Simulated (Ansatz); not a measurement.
# SiC wire along [110], 8 atoms a period, H-terminated: bands by functional and under strain

What gap, if any, does the SiC wire along [110], 8 atoms a period, H-terminated have, and how does it change with the functional and under strain?

Calculated with Ansatz 0.2.0; DFT PBE, plane waves, PAW; relaxation of a wire's period; PAW set soft_1, in the first sound run; inputs show where later runs differ.

### Step 1. Starting point

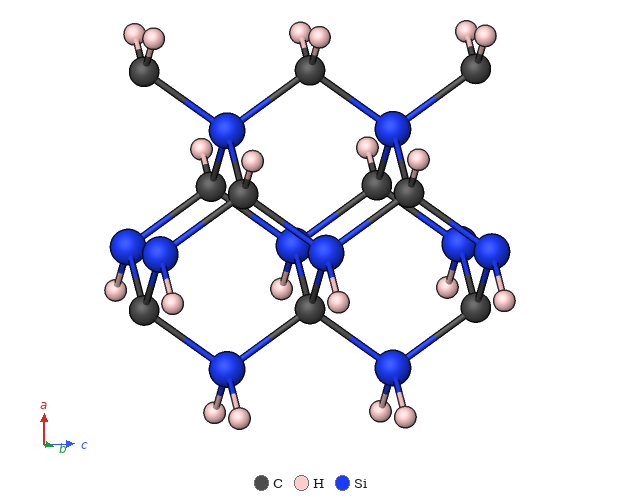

Start, viewed from the side, with the c axis across the page; carbon dark grey, hydrogen pink, silicon blue. 1×1×2 cells are drawn. Some periodic images of atoms are drawn too.

The cell holds 16 atoms: 4 C, 8 H and 4 Si. Cell: a = 13.770 Å, b = 12.298 Å, c = 3.097 Å, α = 90.0°, β = 90.0°, γ = 90.0°. Vacuum lies along a and b. The structure's axis is c.

Coordinates:

```cif
data_structure
_symmetry_space_group_name_H-M 'P 1'
_symmetry_Int_Tables_number 1
_cell_length_a 13.7700
_cell_length_b 12.2980
_cell_length_c 3.0971
_cell_angle_alpha 90.000
_cell_angle_beta 90.000
_cell_angle_gamma 90.000
_cell_volume 524.48
loop_
_atom_site_label
_atom_site_type_symbol
_atom_site_fract_x
_atom_site_fract_y
_atom_site_fract_z
_atom_site_occupancy
C1 C 0.38807 0.49998 0.00000 1
H2 H 0.40595 0.72350 0.00000 1
Si3 Si 0.46759 0.62590 0.00000 1
Si4 Si 0.46759 0.37406 0.00000 1
C5 C 0.70615 0.49998 0.00000 1
H6 H 0.75311 0.57434 0.00000 1
H7 H 0.75311 0.42563 0.00000 1
H8 H 0.24691 0.59758 0.50000 1
H9 H 0.24691 0.40239 0.50000 1
Si10 Si 0.30855 0.49998 0.50000 1
C11 C 0.54711 0.62590 0.50000 1
C12 C 0.54711 0.37406 0.50000 1
H13 H 0.59407 0.70026 0.50000 1
H14 H 0.59407 0.29971 0.50000 1
Si15 Si 0.62663 0.49998 0.50000 1
H16 H 0.40595 0.27647 0.00000 1
```

### Step 2. Relaxing the period

Band widths follow the bond lengths, so the wire is relaxed first. The atoms and the third cell vector are free; the box across stays fixed as vacuum. A Fermi-Dirac smearing is set since the result may be a metal. The pressure printed is a third of the stress's trace over the whole box, vacuum included; only the stress along the axis is relaxed.

The input, input.yaml:

```yaml
crystal:
  lattice:
    - [13.77, 0.0, 0.0]
    - [0.0, 12.298, 0.0]
    - [0.0, 0.0, 3.0971277016]
  atoms:
    - { symbol: C, position: [0.38806862, 0.499984861, 0.0] }
    - { symbol: H, position: [0.405954975, 0.723502004, 0.0] }
    - { symbol: Si, position: [0.467589317, 0.625904836, 0.0] }
    - { symbol: Si, position: [0.467589317, 0.374064886, 0.0] }
    - { symbol: C, position: [0.706151409, 0.499984861, 0.0] }
    - { symbol: H, position: [0.753110908, 0.574344609, 0.0] }
    - { symbol: H, position: [0.753110908, 0.425625114, 0.0] }
    - { symbol: H, position: [0.24691358, 0.597582029, 0.5] }
    - { symbol: H, position: [0.24691358, 0.402387693, 0.5] }
    - { symbol: Si, position: [0.308547923, 0.499984861, 0.5] }
    - { symbol: C, position: [0.547110014, 0.625904836, 0.5] }
    - { symbol: C, position: [0.547110014, 0.374064886, 0.5] }
    - { symbol: H, position: [0.594069513, 0.700264583, 0.5] }
    - { symbol: H, position: [0.594069513, 0.299705139, 0.5] }
    - { symbol: Si, position: [0.626630711, 0.499984861, 0.5] }
    - { symbol: H, position: [0.405954975, 0.276467718, 0.0] }
kpoints:
  mp_grid: { grid: [1, 1, 26] }
scf:
  occupations: { method: fermi_dirac, width: 0.05 }
hamiltonian:
  xc: pbe
  pseudopotentials: { kind: paw, azcp: { folder: soft_1 } }
relax:
  cell: { fix: [a, b, alpha, beta, gamma] }
  max_steps: 45
  f_tol: 0.03
```

Run with:

```sh
$ ansatz run input.yaml --threads 4 --pin off --max-ram 16384MiB --backend cpu --events-out ev --progress --plain --runs-dir out
```

Numbers of over 12 decimals in the logs are rounded to 6 here.

Output:

```text
Engine: ansatz 0.2.0, aarch64-unknown-linux-gnu
Pseudopotentials: kind: paw
Pseudopotential: C, paw, valence charge 4, recommended cutoff 420 eV (normal), soft_1/C.paw.azcp
Pseudopotential: H, paw, valence charge 1, recommended cutoff 420 eV (normal), soft_1/H.paw.azcp
Pseudopotential: Si, paw, valence charge 4, recommended cutoff 420 eV (normal), soft_1/Si.paw.azcp
Functional definition: PBE
  parameter kappa = 0.804
  parameter beta = 0.066725
  exchange = pbe_x(kappa = kappa, mu = beta*pi^2/3)
  correlation = pbe_c(beta = beta)
Crystal: 16 atoms, lattice volume = 524.478 Å³
Basis set: ecut = 420 eV, 10237 PW (Γ), exchange–correlation on 192×180×48 points (8 copies of the dense FFT grid, shifted against one another)
Bands: 36, of which v1, the nominal top of the filled ones, is band 20 counted from 1 (19 counted from 0)
Symmetry: 4 space group operations
Space group: Pmm2 (ITA 25), of the structure as read, at distance tolerance 8.1e-5 Å
k-points: 14 of 26
Non-local potential: C, projectors of the file, l = 0: 2, l = 1: 2, l = 2: 1
Non-local potential: H, projectors of the file, l = 0: 2, l = 1: 1
Non-local potential: Si, projectors of the file, l = 0: 2, l = 1: 2, l = 2: 1
PAW form: soft (Blöchl's): semilocal exchange-correlation on the pseudo side does not see the compensation charge
PAW one-centre angular grid: C, 110 points (default); XC on 64 Gauss nodes
PAW one-centre angular grid: H, 110 points (default); XC on 64 Gauss nodes
PAW one-centre angular grid: Si, 110 points (default); XC on 64 Gauss nodes
Initial density: superposition of atomic densities (neutral atoms: chi_scale 0, normalization atom)
Initial wavefunctions: pseudopotential atomic-orbital guess
Functional: x = pbe(κ = 0.804, μ = 0.219515), c = pbe(β = 0.066725)
SCF iter   1: F=—  HF=-3686.316071 eV  |F-HF|=—  |Δ(HF+E_count)|=         —  Δρ=6.95e-2  dr2=3.22e1  ethr=3.10e-3  ⟨swp⟩=9.2  Hψ=3283  notcnv=0  defer=43
preconditioner: auto → Resta (q_TF=auto, 1.777 Å⁻¹)  ε∞=1.6  [insulator: Δε(μ)=5.617 eV  Ē_g=13.416 eV  σ=0.050 eV  W_gap=1.00  n_scr=40 (ndim 8)  ℏωp=10.3 eV  f_vac=0.579  D(μ)=0.00/eV (n_scr^D=0)  ε∞_Penn≈1.6  vacuum switching on, ρ_ref=1.3e-2 e/Å³]
SCF iter   2: F=—  HF=-3676.762621 eV  |F-HF|=—  |Δ(HF+E_count)|=    9.55e0  Δρ=2.71e-2  dr2=2.70e0  ethr=3.10e-3  ⟨swp⟩=4.9  Hψ=1433  notcnv=0  defer=117
SCF iter   3: F=—  HF=-3676.113240 eV  |F-HF|=—  |Δ(HF+E_count)|=   6.49e-1  Δρ=1.05e-2  dr2=5.08e-1  ethr=3.10e-3  ⟨swp⟩=3.8  Hψ=1014  notcnv=0  defer=121
SCF iter   4: F=—  HF=-3676.004767 eV  |F-HF|=—  |Δ(HF+E_count)|=   1.08e-1  Δρ=2.04e-3  dr2=4.85e-2  ethr=1.27e-3  ⟨swp⟩=5.6  Hψ=932  notcnv=0  defer=121
SCF iter   5: F=—  HF=-3675.994588 eV  |F-HF|=—  |Δ(HF+E_count)|=   1.02e-2  Δρ=7.42e-4  dr2=1.57e-3  ethr=1.21e-4  ⟨swp⟩=3.2  Hψ=820  notcnv=0  defer=130
SCF iter   6: F=—  HF=-3675.995592 eV  |F-HF|=—  |Δ(HF+E_count)|=   1.00e-3  Δρ=2.22e-4  dr2=4.00e-4  ethr=3.93e-6  ⟨swp⟩=2.1  Hψ=650  notcnv=0  defer=130
SCF iter   7: F=—  HF=-3675.995572 eV  |F-HF|=—  |Δ(HF+E_count)|=   2.07e-5  Δρ=6.17e-5  dr2=1.98e-5  ethr=1.00e-6  ⟨swp⟩=2.6  Hψ=743  notcnv=0  defer=130
SCF iter   8: F=—  HF=-3675.995691 eV  |F-HF|=—  |Δ(HF+E_count)|=   1.20e-4  Δρ=1.67e-5  dr2=1.43e-6  ethr=4.96e-8  ⟨swp⟩=2.2  Hψ=690  notcnv=0  defer=130
SCF iter   9: F=—  HF=-3675.995692 eV  |F-HF|=—  |Δ(HF+E_count)|=   6.03e-7  Δρ=6.77e-6  dr2=2.85e-7  ethr=3.58e-9  ⟨swp⟩=2.0  Hψ=656  notcnv=0  defer=130
SCF iter  10: F=-3675.995692 eV  HF=-3675.995692 eV  |F-HF|=5.93e-9  |Δ(HF+E_count)|=   4.74e-8  Δρ=1.22e-6  dr2=7.03e-9  ethr=2.50e-10  ⟨swp⟩=5.3  Hψ=1589  notcnv=0
SCF 1 converged in 10 iterations: F = -3675.995692 eV  dr2 = 7.03e-9
  greatest PAW one-centre occupation: 0.647 electrons in one spin orbital (limit 2), on the C atom at site 4 (counted from 0), in its partial waves of l = 0
relax step   1: F+E_penalty+E_count = -3675.99569197 eV  Δ(F+E_penalty+E_count) = +0.000e0 eV  max|allowed force component| = 9.048e-1 eV/Å  Δτ_max = 0.0000 Å  P = -0.019 GPa  Ω = 524.478 Å³  fix = [a, b, alpha, beta, gamma]  reactions: a -0.243, b -0.165 GPa  (10 SCF iters, dr2 threshold 1.00e-7 eV, accepted)
Crystal: 16 atoms, lattice volume = 531.970 Å³
Basis set: ecut = 420 eV, 10413 PW (Γ), exchange–correlation on 192×180×48 points (8 copies of the dense FFT grid, shifted against one another)
Initial density: handed on by an earlier stage of this run
Initial wavefunctions: those handed on with the density
iter 1 solved again at ethr=1.70e-4 eV; its pass at ethr=3.10e-3 eV (dr2=6.79e-2 eV) is discarded
SCF iter   1: F=—  HF=-3676.102283 eV  |F-HF|=—  |Δ(HF+E_count)|=         —  Δρ=3.64e-3  dr2=7.35e-2  ethr=1.70e-4  ⟨swp⟩=4.6  Hψ=2978  notcnv=0
preconditioner: auto → Resta (q_TF=auto, 1.773 Å⁻¹)  ε∞=1.8  [insulator: Δε(μ)=3.545 eV  Ē_g=11.516 eV  σ=0.050 eV  W_gap=1.00  n_scr=40 (ndim 8)  ℏωp=10.2 eV  f_vac=0.644  D(μ)=0.00/eV (n_scr^D=0)  ε∞_Penn≈1.8  vacuum switching on, ρ_ref=9.6e-3 e/Å³]
SCF iter   2: F=—  HF=-3676.084322 eV  |F-HF|=—  |Δ(HF+E_count)|=   1.80e-2  Δρ=1.44e-3  dr2=8.02e-3  ethr=1.70e-4  ⟨swp⟩=3.9  Hψ=1157  notcnv=0
SCF iter   3: F=—  HF=-3676.083679 eV  |F-HF|=—  |Δ(HF+E_count)|=   6.43e-4  Δρ=6.31e-4  dr2=1.39e-3  ethr=2.01e-5  ⟨swp⟩=2.6  Hψ=828  notcnv=0
SCF iter   4: F=—  HF=-3676.083784 eV  |F-HF|=—  |Δ(HF+E_count)|=   1.05e-4  Δρ=1.54e-4  dr2=1.29e-4  ethr=3.48e-6  ⟨swp⟩=2.2  Hψ=641  notcnv=0
SCF iter   5: F=—  HF=-3676.083781 eV  |F-HF|=—  |Δ(HF+E_count)|=   3.05e-6  Δρ=3.49e-5  dr2=5.13e-6  ethr=3.22e-7  ⟨swp⟩=2.1  Hψ=693  notcnv=0
SCF iter   6: F=-3676.083782 eV  HF=-3676.083782 eV  |F-HF|=4.83e-8  |Δ(HF+E_count)|=   1.62e-6  Δρ=9.57e-6  dr2=5.39e-7  ethr=4.00e-9  ⟨swp⟩=5.1  Hψ=1636  notcnv=0
SCF 2 converged in 6 iterations: F = -3676.083782 eV  dr2 = 5.39e-7
  greatest PAW one-centre occupation: 0.650 electrons in one spin orbital (limit 2), on the C atom at site 4 (counted from 0), in its partial waves of l = 0
relax step   2: F+E_penalty+E_count = -3676.08378233 eV  Δ(F+E_penalty+E_count) = -8.809e-2 eV  max|allowed force component| = 2.128e-1 eV/Å  Δτ_max = 0.0563 Å  P = -0.054 GPa  Ω = 531.970 Å³  energy of the carried Pulay correction = -2.229e-3 eV  fix = [a, b, alpha, beta, gamma]  reactions: a +0.042, b +0.236 GPa  (6 SCF iters, dr2 threshold 1.60e-6 eV, accepted)
Crystal: 16 atoms, lattice volume = 529.799 Å³
Basis set: ecut = 420 eV, 10349 PW (Γ), exchange–correlation on 192×180×48 points (8 copies of the dense FFT grid, shifted against one another)
iter 1 solved again at ethr=2.15e-5 eV; its pass at ethr=3.10e-3 eV (dr2=8.61e-3 eV) is discarded
SCF iter   1: F=—  HF=-3676.098307 eV  |F-HF|=—  |Δ(HF+E_count)|=         —  Δρ=1.25e-3  dr2=8.86e-3  ethr=2.15e-5  ⟨swp⟩=3.4  Hψ=2291  notcnv=0  defer=1
preconditioner: auto → Resta (q_TF=auto, 1.774 Å⁻¹)  ε∞=1.8  [insulator: Δε(μ)=3.656 eV  Ē_g=11.525 eV  σ=0.050 eV  W_gap=1.00  n_scr=40 (ndim 8)  ℏωp=10.2 eV  f_vac=0.638  D(μ)=0.00/eV (n_scr^D=0)  ε∞_Penn≈1.8  vacuum switching on, ρ_ref=9.6e-3 e/Å³]
SCF iter   2: F=—  HF=-3676.096244 eV  |F-HF|=—  |Δ(HF+E_count)|=   2.06e-3  Δρ=4.87e-4  dr2=7.71e-4  ethr=2.15e-5  ⟨swp⟩=2.0  Hψ=668  notcnv=0
SCF iter   3: F=—  HF=-3676.096307 eV  |F-HF|=—  |Δ(HF+E_count)|=   6.33e-5  Δρ=2.21e-4  dr2=1.42e-4  ethr=1.93e-6  ⟨swp⟩=2.4  Hψ=765  notcnv=0
SCF iter   4: F=—  HF=-3676.096307 eV  |F-HF|=—  |Δ(HF+E_count)|=   5.50e-8  Δρ=4.60e-5  dr2=1.15e-5  ethr=3.54e-7  ⟨swp⟩=2.3  Hψ=778  notcnv=0
SCF iter   5: F=-3676.096306 eV  HF=-3676.096306 eV  |F-HF|=1.46e-7  |Δ(HF+E_count)|=   1.22e-6  Δρ=1.12e-5  dr2=6.99e-7  ethr=4.00e-9  ⟨swp⟩=6.0  Hψ=1732  notcnv=0
SCF 3 converged in 5 iterations: F = -3676.096306 eV  dr2 = 6.99e-7
  greatest PAW one-centre occupation: 0.651 electrons in one spin orbital (limit 2), on the C atom at site 4 (counted from 0), in its partial waves of l = 0
relax step   3: F+E_penalty+E_count = -3676.09630563 eV  Δ(F+E_penalty+E_count) = -1.252e-2 eV  max|allowed force component| = 6.073e-2 eV/Å  Δτ_max = 0.0192 Å  P = -0.059 GPa  Ω = 529.799 Å³  energy of the carried Pulay correction = -1.586e-3 eV  fix = [a, b, alpha, beta, gamma]  reactions: a -0.038, b +0.019 GPa  (5 SCF iters, dr2 threshold 1.60e-6 eV, accepted)
[...]
relax step   4: F+E_penalty+E_count = -3676.09741345 eV  Δ(F+E_penalty+E_count) = -1.108e-3 eV  max|allowed force component| = 3.837e-2 eV/Å  Δτ_max = 0.0063 Å  P = -0.003 GPa  Ω = 528.850 Å³  energy of the carried Pulay correction = -1.305e-3 eV  fix = [a, b, alpha, beta, gamma]  reactions: a -0.005, b -0.026 GPa  (5 SCF iters, dr2 threshold 2.31e-7 eV, accepted)
[...]
relax step   5: F+E_penalty+E_count = -3676.09747608 eV  Δ(F+E_penalty+E_count) = -6.263e-5 eV  max|allowed force component| = 3.654e-3 eV/Å  Δτ_max = 0.0024 Å  P = -0.003 GPa  Ω = 528.902 Å³  energy of the carried Pulay correction = -1.320e-3 eV  fix = [a, b, alpha, beta, gamma]  reactions: a -0.013, b +0.006 GPa  (5 SCF iters, dr2 threshold 9.20e-8 eV, accepted)
Initial wavefunctions: pseudopotential atomic-orbital guess (no wavefunctions were taken with the density)
iter 1 solved again at ethr=1.12e-6 eV; its pass at ethr=3.10e-3 eV (dr2=4.49e-4 eV) is discarded
SCF iter   1: F=—  HF=-3676.095515 eV  |F-HF|=—  |Δ(HF+E_count)|=         —  Δρ=7.94e-5  dr2=9.11e-7  ethr=1.12e-6  ⟨swp⟩=5.1  Hψ=4979  notcnv=0
eigensolver tolerance schedule: the retry pair's looser diagonalisation over-reported the residual by 491.97 of it (diagonalisation noise at 0.22 of the residual, at the tolerance the schedule requests for it); recorded, not acted on — ethr = c·dr2/N_el stays at c = 1.0e-1
preconditioner: auto → Resta (q_TF=auto, 1.774 Å⁻¹)  ε∞=1.8  [insulator: Δε(μ)=3.623 eV  Ē_g=11.522 eV  σ=0.050 eV  W_gap=1.00  n_scr=40 (ndim 8)  ℏωp=10.2 eV  f_vac=0.638  D(μ)=0.00/eV (n_scr^D=0)  ε∞_Penn≈1.8  vacuum switching on, ρ_ref=9.6e-3 e/Å³]
SCF iter   2: F=—  HF=-3676.097822 eV  |F-HF|=—  |Δ(HF+E_count)|=   2.31e-3  Δρ=3.98e-5  dr2=2.32e-7  ethr=2.28e-9  ⟨swp⟩=3.0  Hψ=1097  notcnv=0
SCF iter   3: F=—  HF=-3676.098930 eV  |F-HF|=—  |Δ(HF+E_count)|=   1.11e-3  Δρ=5.08e-6  dr2=5.92e-8  ethr=5.80e-10  ⟨swp⟩=3.1  Hψ=1212  notcnv=0
SCF iter   4: F=—  HF=-3676.098962 eV  |F-HF|=—  |Δ(HF+E_count)|=   3.24e-5  Δρ=9.50e-7  dr2=4.58e-9  ethr=1.48e-10  ⟨swp⟩=2.9  Hψ=865  notcnv=0  defer=1
SCF iter   5: F=—  HF=-3676.098964 eV  |F-HF|=—  |Δ(HF+E_count)|=   1.99e-6  Δρ=3.02e-7  dr2=6.86e-10  ethr=1.15e-11  ⟨swp⟩=2.7  Hψ=811  notcnv=0  defer=1
SCF iter   6: F=-3676.098964 eV  HF=-3676.098964 eV  |F-HF|=2.01e-9  |Δ(HF+E_count)|=   1.42e-7  Δρ=1.08e-7  dr2=7.93e-11  ethr=1.00e-12  ⟨swp⟩=5.9  Hψ=1708  notcnv=0
SCF 6 converged in 6 iterations: F = -3676.098964 eV  dr2 = 7.93e-11
relax step   6: F+E_penalty+E_count = -3676.09896448 eV  Δ(F+E_penalty+E_count) = -1.488e-3 eV  max|allowed force component| = 3.643e-3 eV/Å  Δτ_max = 0.0000 Å  P = +0.001 GPa  Ω = 528.902 Å³  fix = [a, b, alpha, beta, gamma]  reactions: a -0.010, b +0.006 GPa  stress off target by 8.12e-3 GPa on what of the cell is left free  SCF on the basis re-selected at this cell (its energy is not comparable with the rows above)  (6 SCF iters)
basis re-selected at this cell: Δ(F+E_penalty+E_count) = -1.488e-3 eV, ΔP = +0.004 GPa vs the last step (what re-selecting the basis moved, of the pressure what is left beyond the Pulay correction that the steps carried, after the strain that the cell walked since its last selection, with what the two solves' SCF thresholds leave and, on support functions, any second-order correction that the steps lacked; it is no m [...]
SCF converged after 6 iterations
Free energy (F): -3676.098964 eV
Harris-Foulkes:  -3676.098964 eV  (|F-HF|=2.01e-9)
Internal energy: -3676.098964 eV  (E = F + TS)
E sigma→0 (E₀):  -3676.098964 eV
Fermi energy:    -1.154308 eV
--- Per-component energies (eV) ---
  E_band       = -325.319557
  E_kinetic    = 633.083704
  E_local      = -6748.320006  (includes V_loc(G=0)·N_el)
  E_nonlocal   = 186.616071
  E_hartree    = 3083.789451
  E_xc         = -489.466252
  E_vxc        = -520.202077  (∫ρ·V_xc dr)
  E_paw        = -2451.767009  (= ΣΔE_a)
  E_vpaw       = -44.068161  (= ΣTr[D̂ρ^β])
  E_aug_tail   = -0.007930  (compensation charges beyond the density's cutoff)
  E_ewald      = 2109.973006
  E_smearing   = -0.000000  (= −TS)
  E_closure    = 0.000000  (closes the sum)
  Σ components = -3676.098964   (vs F -3676.098964, Δ=0.00e0)
--- Forces (eV/Å), atoms counted from 1 ---
  atom   1  C      0.00086795     0.00000000     0.00000000
  atom   2  H      0.00079516     0.00125154     0.00000000
  atom   3  Si    -0.00298662    -0.00182730     0.00000000
  atom   4  Si    -0.00298662     0.00182730     0.00000000
  atom   5  C      0.00145960     0.00000000     0.00000000
  atom   6  H      0.00048674     0.00053412     0.00000000
  atom   7  H      0.00048674    -0.00053412     0.00000000
  atom   8  H      0.00093182     0.00017554     0.00000000
  atom   9  H      0.00093182    -0.00017554     0.00000000
  atom  10  Si     0.00148636     0.00000000     0.00000000
  atom  11  C      0.00030268    -0.00352919     0.00000000
  atom  12  C      0.00030268     0.00352919     0.00000000
  atom  13  H      0.00038483     0.00110610     0.00000000
  atom  14  H      0.00038483    -0.00110610     0.00000000
  atom  15  Si    -0.00364253     0.00000000     0.00000000
  atom  16  H      0.00079516    -0.00125154     0.00000000
  max |Σ_I F_I| component: 6.03e-7 eV/Å
--- Stress (GPa, compression-positive) ---
       -0.010496       0.000000       0.000000
        0.000000       0.005580       0.000000
        0.000000       0.000000       0.008116
  P = ⅓ Tr σ = 0.0011 GPa (0.011 kbar)
--- Relaxed structure (5 steps of the walk, 5 accepted, 1 SCFs on fresh bases) ---
  F+E_penalty+E_count = -3676.09896448 eV   max|allowed force component| = 3.643e-3 eV/Å   (the final SCF, on the basis selected at the relaxed cell)
  cell:  # Å, volume = 528.9021 Å³
    - [13.77, 0.0, 0.0]
    - [0.0, 12.298, 0.0]
    - [0.0, 0.0, 3.123251]
  atoms:
    - { symbol: C, position: [0.388051, 0.499985, 0.0] }
    - { symbol: H, position: [0.406373, 0.724887, 0.0] }
    - { symbol: Si, position: [0.468969, 0.624899, 0.0] }
    - { symbol: Si, position: [0.468969, 0.375071, 0.0] }
    - { symbol: C, position: [0.705947, 0.499985, 0.0] }
    - { symbol: H, position: [0.753696, 0.571958, 0.0] }
    - { symbol: H, position: [0.753696, 0.428011, 0.0] }
    - { symbol: H, position: [0.245995, 0.598369, 0.500000] }
    - { symbol: H, position: [0.245995, 0.401600, 0.500000] }
    - { symbol: Si, position: [0.310331, 0.499985, 0.500000] }
    - { symbol: C, position: [0.546332, 0.622990, 0.500000] }
    - { symbol: C, position: [0.546332, 0.376979, 0.500000] }
    - { symbol: H, position: [0.591229, 0.697504, 0.500000] }
    - { symbol: H, position: [0.591229, 0.302466, 0.500000] }
    - { symbol: Si, position: [0.629380, 0.499985, 0.500000] }
    - { symbol: H, position: [0.406373, 0.275083, 0.0] }
```

It took 39 s on 4 threads of Arm Neoverse V1, shared host; peak memory 0.89 GiB; 2.3 min of CPU time.

The steps of the relaxation:

```tsv
step	energy less that of the first step (eV)	largest force component (eV/Å)	pressure (GPa)	volume (Å³)
1	0.0000	0.9048	-0.02	524.48
2	-0.0881	0.2128	-0.05	531.97
3	-0.1006	0.0607	-0.06	529.80
4	-0.1017	0.0384	0.00	528.85
5	-0.1018	0.0037	0.00	528.90
6*	-0.1033	0.0036	0.00	528.90
```

Relaxation steps marked * repeat the geometry before them on a plane-wave basis chosen anew for their cell, so energy and pressure can jump there.

The run keeps the 4 symmetry operations that it works with, so distortions that break them were not tested.

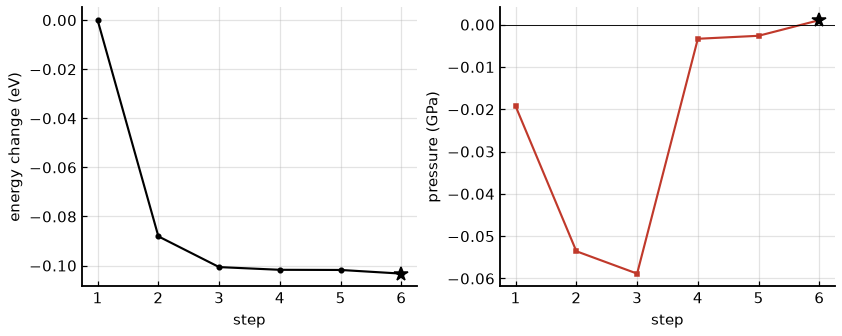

Energy and pressure along the relaxation. Stars mark steps on a basis chosen anew.

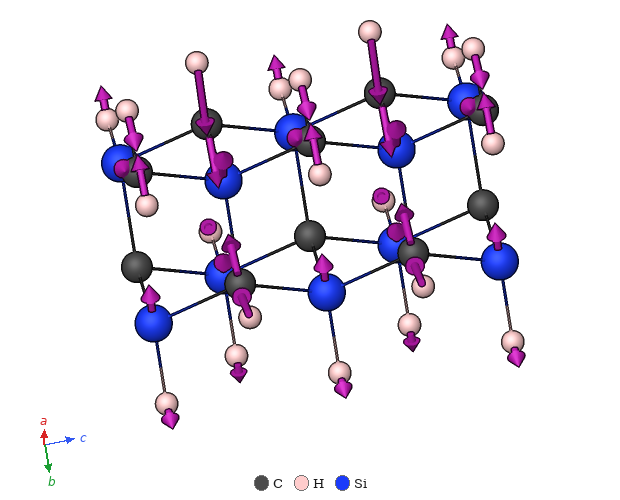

Displacements in the relaxation, exaggerated, measured against the changing cell; the longest in the cell stands for 0.05 Å. 1×1×2 cells are drawn. Some periodic images of atoms are drawn too.

```tsv
cell as run	before	after	change
c (Å)	3.097	3.123	+0.8 %
```

The atoms that moved most (Å, along periodic axes as changes of fractional coordinates times the final cell, across vacuum about the mean position):

```tsv
atom	dx	dy	dz	length
H14	-0.039	0.034	0.000	0.052
H13	-0.039	-0.034	0.000	0.052
Si15	0.038	0.000	0.000	0.038
C12	-0.011	0.036	0.000	0.037
C11	-0.011	-0.036	0.000	0.037
H6	0.008	-0.029	0.000	0.030
H7	0.008	0.029	0.000	0.030
Si10	0.025	0.000	0.000	0.025
```

This step gave:

- cell length along the wire: 3.123 Å

The cell's length comes to 3.123 Å with spin left out.

[end of part 1 of 3]

[Logs are printed without paths, hosts, clocks, repeated set-up lines and the standing remarks that a program may print on its own settings, such as how far it seeks lower states.]

[Hosts, paths, dates, database ids (printed as entryN), source tags and the programs' standing remarks are cut or masked in the printed files.]
